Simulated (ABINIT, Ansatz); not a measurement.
# Zr (Zirconium): from the cell to the phonon bands, part 3 of 4

Aim: the phonon dispersion of Zr (Zirconium), checked by a second program.

ABINIT 10.8.3; DFT PBE, scalar-relativistic, plane waves, PseudoDojo norm-conserving pseudopotentials.

So far. Step 4 (Self-consistent run for the response): The cell stands at -0.46 GPa: the relaxation ran with a smoothed and higher cutoff, and the difference is a stress of the finite basis. Step 5 (Zone-centre response): The acoustic modes at Γ come out as far as 4.7 cm⁻¹ from zero, where they should vanish, a small numerical error. The relaxed cell has a = 3.231, c = 5.182 Å (conventional setting).

### Step 7. Dispersion

anaddb transforms the dynamical matrices to force constants and back along the path; points of the mesh come back as solved, but for the sum rule and, in polar crystals, the LO-TO term at Γ; the rest is interpolation.

File anaddb.abi:

```
ddb_filepath "all_DDB"
output_file "anaddb.abo"
outdata_prefix "anaddb"
ifcflag 1
ngqpt 3 3 2
nqshft 1
q1shft 0.0 0.0 0.0
asr 1
chneut 0
dipdip 0
dipquad 0
quadquad 0
enunit 0
eivec 0
nph1l 93
qph1l 
    0.0 0.0 0.0 1.0
    0.05 0.0 0.0 1.0
    0.1 0.0 0.0 1.0
    0.15 0.0 0.0 1.0
    0.2 0.0 0.0 1.0
    0.25 0.0 0.0 1.0
    0.3 0.0 0.0 1.0
    0.35 0.0 0.0 1.0
    0.4 0.0 0.0 1.0
    0.45 0.0 0.0 1.0
    0.5 0.0 0.0 1.0
    0.48333333 0.03333333 0.0 1.0
    0.46666667 0.06666667 0.0 1.0
    0.45 0.1 0.0 1.0
    0.43333333 0.13333333 0.0 1.0
    0.41666667 0.16666667 0.0 1.0
    0.4 0.2 0.0 1.0
    0.38333333 0.23333333 0.0 1.0
    0.36666667 0.26666667 0.0 1.0
    0.35 0.3 0.0 1.0
    0.33333333 0.33333333 0.0 1.0
    0.3 0.3 0.0 1.0
    0.26666667 0.26666667 0.0 1.0
    0.23333333 0.23333333 0.0 1.0
    0.2 0.2 0.0 1.0
    0.16666667 0.16666667 0.0 1.0
    0.13333333 0.13333333 0.0 1.0
    0.1 0.1 0.0 1.0
    0.06666667 0.06666667 0.0 1.0
    0.03333333 0.03333333 0.0 1.0
    0.0 0.0 0.0 1.0
    0.0 0.0 0.05 1.0
    0.0 0.0 0.1 1.0
    0.0 0.0 0.15 1.0
    0.0 0.0 0.2 1.0
    0.0 0.0 0.25 1.0
    0.0 0.0 0.3 1.0
    0.0 0.0 0.35 1.0
    0.0 0.0 0.4 1.0
    0.0 0.0 0.45 1.0
    0.0 0.0 0.5 1.0
    0.05 0.0 0.5 1.0
    0.1 0.0 0.5 1.0
    0.15 0.0 0.5 1.0
    0.2 0.0 0.5 1.0
    0.25 0.0 0.5 1.0
    0.3 0.0 0.5 1.0
    0.35 0.0 0.5 1.0
    0.4 0.0 0.5 1.0
    0.45 0.0 0.5 1.0
    0.5 0.0 0.5 1.0
    0.48333333 0.03333333 0.5 1.0
    0.46666667 0.06666667 0.5 1.0
    0.45 0.1 0.5 1.0
    0.43333333 0.13333333 0.5 1.0
    0.41666667 0.16666667 0.5 1.0
    0.4 0.2 0.5 1.0
    0.38333333 0.23333333 0.5 1.0
    0.36666667 0.26666667 0.5 1.0
    0.35 0.3 0.5 1.0
    0.33333333 0.33333333 0.5 1.0
    0.3 0.3 0.5 1.0
    0.26666667 0.26666667 0.5 1.0
    0.23333333 0.23333333 0.5 1.0
    0.2 0.2 0.5 1.0
    0.16666667 0.16666667 0.5 1.0
    0.13333333 0.13333333 0.5 1.0
    0.1 0.1 0.5 1.0
    0.06666667 0.06666667 0.5 1.0
    0.03333333 0.03333333 0.5 1.0
    0.0 0.0 0.5 1.0
    0.5 0.0 0.5 1.0
    0.5 0.0 0.45 1.0
    0.5 0.0 0.4 1.0
    0.5 0.0 0.35 1.0
    0.5 0.0 0.3 1.0
    0.5 0.0 0.25 1.0
    0.5 0.0 0.2 1.0
    0.5 0.0 0.15 1.0
    0.5 0.0 0.1 1.0
    0.5 0.0 0.05 1.0
    0.5 0.0 0.0 1.0
    0.33333333 0.33333333 0.5 1.0
    0.33333333 0.33333333 0.45 1.0
    0.33333333 0.33333333 0.4 1.0
    0.33333333 0.33333333 0.35 1.0
    0.33333333 0.33333333 0.3 1.0
    0.33333333 0.33333333 0.25 1.0
    0.33333333 0.33333333 0.2 1.0
    0.33333333 0.33333333 0.15 1.0
    0.33333333 0.33333333 0.1 1.0
    0.33333333 0.33333333 0.05 1.0
    0.33333333 0.33333333 0.0 1.0
```

File mrgddb.in:

```
all_DDB
merged
6
dfpt_gammao_DDB
dfpt_qo_DS1_DDB
dfpt_qo_DS2_DDB
dfpt_qo_DS3_DDB
dfpt_qo_DS4_DDB
dfpt_qo_DS5_DDB
```

Launch:

```sh
> mrgddb < mrgddb.in > mrgddb.log
> OMP_NUM_THREADS=1 anaddb anaddb.abi > anaddb.log
```

anaddb.abo, the main output file:

```text
[banners, grids, parts of the stress and lines that vanish by symmetry left out]
-outvars_anaddb: echo values of input variables ----------------------

 Flags :
[...]
Phonon wavevector (reduced coordinates) :  0.00000  0.00000  0.00000
 Phonon energies in Hartree :
[...]
Phonon frequencies in cm-1    :
-  0.000000E+00  0.000000E+00  0.000000E+00  6.917007E+01  6.917007E+01
-  1.543394E+02
[...]
Phonon wavevector (reduced coordinates) :  0.05000  0.00000  0.00000
 Phonon energies in Hartree :
[...]
Phonon frequencies in cm-1    :
-  1.017350E+01  1.224091E+01  2.387514E+01  7.235060E+01  7.456739E+01
-  1.547471E+02
[...]
Phonon wavevector (reduced coordinates) :  0.10000  0.00000  0.00000
 Phonon energies in Hartree :
[...]
Phonon frequencies in cm-1    :
-  2.041216E+01  2.393710E+01  4.768068E+01  8.090969E+01  8.807030E+01
-  1.558159E+02
[...]
Phonon wavevector (reduced coordinates) :  0.15000  0.00000  0.00000
 Phonon energies in Hartree :
[...]
Phonon frequencies in cm-1    :
-  3.076334E+01  3.457738E+01  7.099065E+01  9.277694E+01  1.050970E+02
-  1.571351E+02
[...]
Phonon wavevector (reduced coordinates) :  0.20000  0.00000  0.00000
 Phonon energies in Hartree :
[...]
Phonon frequencies in cm-1    :
-  4.123295E+01  4.376324E+01  9.315160E+01  1.060085E+02  1.224988E+02
-  1.581693E+02
[...]
Phonon wavevector (reduced coordinates) :  0.25000  0.00000  0.00000
 Phonon energies in Hartree :
[...]
Phonon frequencies in cm-1    :
-  5.127005E+01  5.174896E+01  1.134980E+02  1.191477E+02  1.385005E+02
-  1.584176E+02
  Phonon wavevector (reduced coordinates) :  0.30000  0.00000  0.00000
 Phonon energies in Hartree :
[...]
Phonon frequencies in cm-1    :
-  5.705416E+01  6.210621E+01  1.311399E+02  1.314399E+02  1.520691E+02
-  1.575612E+02
  Phonon wavevector (reduced coordinates) :  0.35000  0.00000  0.00000
 Phonon energies in Hartree :
[...]
Phonon frequencies in cm-1    :
-  6.121967E+01  7.188716E+01  1.412105E+02  1.464769E+02  1.555886E+02
-  1.625720E+02
  Phonon wavevector (reduced coordinates) :  0.40000  0.00000  0.00000
 Phonon energies in Hartree :
[...]
Phonon frequencies in cm-1    :
-  6.396142E+01  8.035582E+01  1.487935E+02  1.529143E+02  1.581777E+02
-  1.696429E+02
  Phonon wavevector (reduced coordinates) :  0.45000  0.00000  0.00000
 Phonon energies in Hartree :
[...]
Phonon frequencies in cm-1    :
-  6.549481E+01  8.637257E+01  1.504585E+02  1.534974E+02  1.660837E+02
-  1.732054E+02
  Phonon wavevector (reduced coordinates) :  0.50000  0.00000  0.00000
 Phonon energies in Hartree :
[...]
Phonon frequencies in cm-1    :
-  6.598532E+01  8.860117E+01  1.494306E+02  1.550909E+02  1.691727E+02
-  1.739731E+02
  Phonon wavevector (reduced coordinates) :  0.48333  0.03333  0.00000
 Phonon energies in Hartree :
[...]
Phonon frequencies in cm-1    :
-  6.758050E+01  8.898891E+01  1.491170E+02  1.540031E+02  1.704895E+02
-  1.735782E+02
  Phonon wavevector (reduced coordinates) :  0.46667  0.06667  0.00000
 Phonon energies in Hartree :
[...]
Phonon frequencies in cm-1    :
-  7.209594E+01  9.014447E+01  1.481798E+02  1.515755E+02  1.724021E+02
-  1.735837E+02
  Phonon wavevector (reduced coordinates) :  0.45000  0.10000  0.00000
 Phonon energies in Hartree :
[...]
Phonon frequencies in cm-1    :
-  7.887315E+01  9.204471E+01  1.466301E+02  1.488415E+02  1.704708E+02
-  1.773616E+02
[...]
Phonon wavevector (reduced coordinates) :  0.10000  0.00000  0.50000
 Phonon energies in Hartree :
[...]
Phonon frequencies in cm-1    :
-  6.003014E+01  6.003014E+01  6.499988E+01  6.499988E+01  1.360594E+02
-  1.360594E+02
  Phonon wavevector (reduced coordinates) :  0.15000  0.00000  0.50000
 Phonon energies in Hartree :
[...]
Phonon frequencies in cm-1    :
-  6.967383E+01  6.967383E+01  7.783955E+01  7.783955E+01  1.404018E+02
-  1.404018E+02
  Phonon wavevector (reduced coordinates) :  0.20000  0.00000  0.50000
 Phonon energies in Hartree :
[...]
Phonon frequencies in cm-1    :
-  8.009738E+01  8.009738E+01  9.003919E+01  9.003919E+01  1.463317E+02
-  1.463317E+02
  Phonon wavevector (reduced coordinates) :  0.25000  0.00000  0.50000
 Phonon energies in Hartree :
[...]
Phonon frequencies in cm-1    :
-  9.014769E+01  9.014769E+01  9.998144E+01  9.998144E+01  1.535600E+02
-  1.535600E+02
  Phonon wavevector (reduced coordinates) :  0.30000  0.00000  0.50000
 Phonon energies in Hartree :
[...]
Phonon frequencies in cm-1    :
-  9.908124E+01  9.908124E+01  1.071654E+02  1.071654E+02  1.613886E+02
-  1.613886E+02
  Phonon wavevector (reduced coordinates) :  0.35000  0.00000  0.50000
 Phonon energies in Hartree :
[...]
Phonon frequencies in cm-1    :
-  1.064166E+02  1.064166E+02  1.118851E+02  1.118851E+02  1.687914E+02
-  1.687914E+02
[...]
Phonon wavevector (reduced coordinates) :  0.33333  0.33333  0.05000
 Phonon energies in Hartree :
[...]
Phonon frequencies in cm-1    :
-  1.184403E+02  1.184403E+02  1.390275E+02  1.390275E+02  1.434900E+02
-  1.947115E+02
  Phonon wavevector (reduced coordinates) :  0.33333  0.33333  0.00000
 Phonon energies in Hartree :
[...]
Phonon frequencies in cm-1    :
-  1.208991E+02  1.208991E+02  1.367755E+02  1.367755E+02  1.432210E+02
-  1.950676E+02
-
```

Wall time 0.53 s (1 thread of Arm Neoverse V1, shared host).

Numbers from this step:

| Property | Result |
| --- | --- |
| lowest frequency on the path | 0 cm⁻¹ |

Anaddb. Phonon branches along the path, in cm⁻¹:

| point | branch 1 | branch 2 | branch 3 | branch 4 | branch 5 | branch 6 |
| --- | --- | --- | --- | --- | --- | --- |
| Γ | 0 | 0 | 0 | 69 | 69 | 154 |
| M | 66 | 89 | 149 | 155 | 169 | 174 |
| K | 121 | 121 | 137 | 137 | 143 | 195 |
| Γ | 0 | 0 | 0 | 69 | 69 | 154 |
| A | 50 | 50 | 50 | 50 | 132 | 132 |
| L | 116 | 116 | 117 | 117 | 180 | 180 |
| H | 68 | 68 | 167 | 167 | 173 | 173 |
| A | 50 | 50 | 50 | 50 | 132 | 132 |
| jump to L | 116 | 116 | 117 | 117 | 180 | 180 |
| M | 66 | 89 | 149 | 155 | 169 | 174 |
| jump to H | 68 | 68 | 167 | 167 | 173 | 173 |
| K | 121 | 121 | 137 | 137 | 143 | 195 |

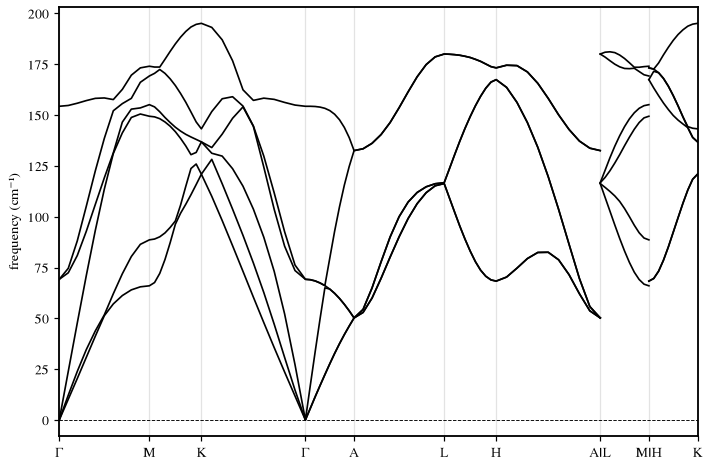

Phonon branches along the path.

All branches are real along the path.

### Step 8. Density of states

Sums over the zone need many more wavevectors than were solved, so the interpolation is sampled on a dense mesh.

File anaddb.abi:

```
ddb_filepath "all_DDB"
output_file "anaddb.abo"
outdata_prefix "anaddb"
ifcflag 1
ngqpt 3 3 2
nqshft 1
q1shft 0.0 0.0 0.0
asr 1
chneut 0
dipdip 0
dipquad 0
quadquad 0
prtdos 2
ng2qpt 16 16 9
dosdeltae 4.5563e-06
ntemper 11
temperinc 100.0
tempermin 0.0
```

Launch:

```sh
> OMP_NUM_THREADS=1 anaddb anaddb.abi > anaddb.log
```

anaddb.abo, the main output file:

```text
-outvars_anaddb: echo values of input variables ----------------------

 Flags :
     ifcflag         1
 Miscellaneous information :
         asr         1
      chneut         0
 Interatomic Force Constants Inputs :
      dipdip         0
     dipquad         0
    quadquad         0
      ifcana         0
      ifcout         0
 Description of grid 1 :
        brav         1
       ngqpt         3         3         2
      nqshft         1
      q1shft
                     0.00000000E+00  0.00000000E+00  0.00000000E+00
 Phonon DOS information :
   dosdeltae  4.55630000E-06
    dossmear  4.55633525E-06
 Description of grid 2 (Fourier interp. or BZ sampling):
      ng2qpt        16        16         9
      ngrids         4
      q2shft         0.00000000E+00  0.00000000E+00  0.00000000E+00

================================================================================

 read the DDB information and perform some checks

  ==== Info on the Cryst% object ====
 Real(R)+Recip(G) space primitive vectors, cartesian coordinates (Bohr,Bohr^-1):
 R(1)=  6.1056691  0.0000000  0.0000000  G(1)=  0.1637822  0.0945597  0.0000000
 R(2)= -3.0528345  5.2876645  0.0000000  G(2)=  0.0000000  0.1891194  0.0000000
 R(3)=  0.0000000  0.0000000  9.7921664  G(3)=  0.0000000  0.0000000  0.1021224
 Unit cell volume ucvol=  3.1613745E+02 bohr^3
 Angles (23,13,12)=  9.00000000E+01  9.00000000E+01  1.20000000E+02 degrees
 Time-reversal symmetry is present
 Reduced atomic positions [iatom, xred, symbol]:
    1)    0.3333333  0.6666667  0.2500000  Zr
    2)    0.6666667  0.3333333  0.7500000  Zr

 DDB file with 6 blocks has been read.

================================================================================

 Calculation of the interatomic forces

       Homogeneous q point set in the B.Z.
 Grid q points  :       18
  1)   0.00000000E+00  0.00000000E+00  0.00000000E+00
  2)   3.33333333E-01  0.00000000E+00  0.00000000E+00
  3)  -3.33333333E-01  0.00000000E+00  0.00000000E+00
  4)   0.00000000E+00  3.33333333E-01  0.00000000E+00
  5)   3.33333333E-01  3.33333333E-01  0.00000000E+00
  6)  -3.33333333E-01  3.33333333E-01  0.00000000E+00
  7)   0.00000000E+00 -3.33333333E-01  0.00000000E+00
  8)   3.33333333E-01 -3.33333333E-01  0.00000000E+00
  9)  -3.33333333E-01 -3.33333333E-01  0.00000000E+00
 10)   0.00000000E+00  0.00000000E+00  5.00000000E-01
 11)   3.33333333E-01  0.00000000E+00  5.00000000E-01
 12)  -3.33333333E-01  0.00000000E+00  5.00000000E-01
 13)   0.00000000E+00  3.33333333E-01  5.00000000E-01
 14)   3.33333333E-01  3.33333333E-01  5.00000000E-01
 15)  -3.33333333E-01  3.33333333E-01  5.00000000E-01
 16)   0.00000000E+00 -3.33333333E-01  5.00000000E-01
 17)   3.33333333E-01 -3.33333333E-01  5.00000000E-01
 18)  -3.33333333E-01 -3.33333333E-01  5.00000000E-01

 The interatomic forces have been obtained

================================================================================

 Calculation of phonon density of states

 Average speed of sound partial sums:     0.1203480232E-02 (at units)
-                                   =           2.6328 [km/s]

 Debye frequency from partial sums:     0.6885951695E-03 (Ha)
-                                 =     0.4530738564E+01 (THz)
-Debye temperature from partial sums:     0.2174411567E+03 (K)

 Average speed of sound:     0.1052800437E-02 (at units)
-                      =           2.3032 [km/s]

 Debye frequency from DOS:     0.6023807251E-03 (Ha)
-                        =     0.3963474771E+01 (THz)
-Debye temperature from DOS:     0.1902167884E+03 (K)

-
```

Wall time 0.59 s (1 thread).

This step gave:

| Property | Result |
| --- | --- |
| share of modes beyond 3i cm⁻¹ on the dense interpolated mesh | 0 |
| zero-point energy per atom | 22.68 meV |
| heat capacity at 300 K | 24.18 J/(mol atoms K) |
| vibrational entropy at 300 K | 40.26 J/(mol atoms K) |

The phonon density of states has structure finer than the step of the table below, so its rows give means over 20 cm⁻¹, whole bins alone (the curve runs from -30 to 225 cm⁻¹). Peaks (cm⁻¹: height): 78.0: 0.0767, 151.0: 0.0626, 159.0: 0.0712.

Tetrahedra. Table of phonon density of states by wavenumber; means over each step:

| wavenumber (cm⁻¹) | phonon density of states (1/cm⁻¹/cell) |
| --- | --- |
| -20 | 0 |
| 0 | 4.3e-5 |
| 20 | 0.00144 |
| 40 | 0.00661 |
| 60 | 0.0191 |
| 80 | 0.0538 |
| 100 | 0.0413 |
| 120 | 0.0358 |
| 140 | 0.0474 |
| 160 | 0.0597 |
| 180 | 0.0336 |
| 200 | 6.6e-4 |

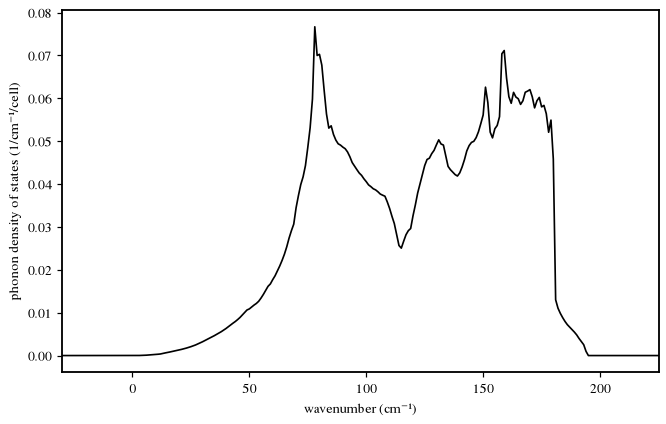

Phonon density of states, plotted against wavenumber.

Harmonic thermodynamic functions per atom, summed over the density of states scaled to three modes an atom; melting is ignored. Thermodynamic functions:

| T (K) | F_vib (meV/atom) | S (J/mol-atom/K) | C_V (J/mol-atom/K) |
| --- | --- | --- | --- |
| 0 | 22.68 | 0 | 0 |
| 50 | 21.9 | 5.145 | 10.48 |
| 100 | 16.46 | 15.64 | 19.2 |
| 200 | -8.16 | 30.61 | 23.27 |
| 300 | -45.2 | 40.26 | 24.18 |
| 400 | -90.71 | 47.26 | 24.51 |
| 500 | -142.7 | 52.75 | 24.66 |
| 600 | -199.7 | 57.26 | 24.75 |
| 700 | -261.1 | 61.08 | 24.8 |
| 800 | -326.1 | 64.39 | 24.83 |
| 900 | -394.4 | 67.32 | 24.86 |
| 1000 | -465.6 | 69.94 | 24.87 |

At 300 K the heat capacity has reached 97 % of the Dulong-Petit value.

(Continued in part 4 of 4.)

[Host names and launcher messages were left out of these logs when they were recorded.]

[Logs are printed without paths, hosts, clocks, repeated set-up lines and the standing remarks that a program may print on its own settings, such as how far it seeks lower states.]

[Hosts, paths, dates, database ids (printed as entryN), source tags and the programs' standing remarks are cut or masked in the printed files.]
